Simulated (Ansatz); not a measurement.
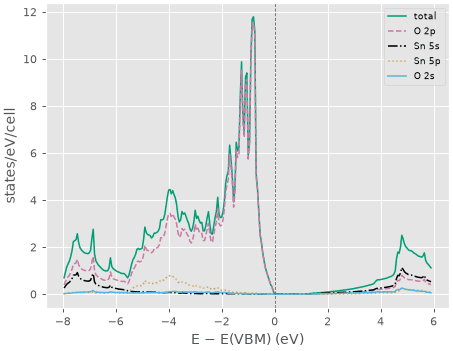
Figure. Total and projected density of states of SnO₂ (rutile, space group No. 136), PBEsol (plane waves, PAW; program Ansatz)

**Question.** Which orbitals carry the states next to the gap?

**Answer.** Top 1 eV of the valence band: O 2p 98 %. Bottom 1 eV of the conduction band: Sn 5s 52 %, O 2s 26 %, O 2p 19 %. Projections are on Löwdin-orthogonalised atomic valence shells; empty p or d shells of many metals are not among them.

**Question.** Where is the tallest occupied peak in this window, and what makes it?

**Answer.** Near -0.8 eV, about 12 states/eV per cell; the largest projected share is O 2p.

Space group P4_2/mnm (rutile). The cell was relaxed with PBEsol under the symmetry of its start. Spin–orbit coupling is left out wherever it is not named.

Potentials: the later of the program's two PAW sets.
